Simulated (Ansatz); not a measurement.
The parent structure is CaTiO₃ in the cubic perovskite structure (space group Pm-3m, No. 221; a = 3.8414 Å; a model cell).

Perturbation: Sr takes the place of Ca on all its sites, then cell and atoms are relaxed.

Computed with DFT with PBEsol, PAW potentials and a 420 eV plane-wave cutoff in Ansatz (a program for electronic structure), no spin-orbit coupling, earlier PAW set.

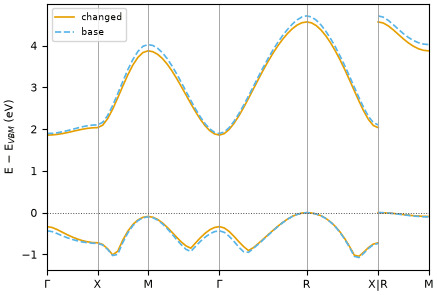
Figure. Highest valence and lowest conduction band along the path, each from its own valence-band maximum

The gap is 1.86 eV, indirect, R → Γ; the base has 1.89 eV.

No phonon test of stability was made. All final runs are without spin polarisation. Many cubic perovskites are stable only at high temperature; tilts and polar distortions were not tested.
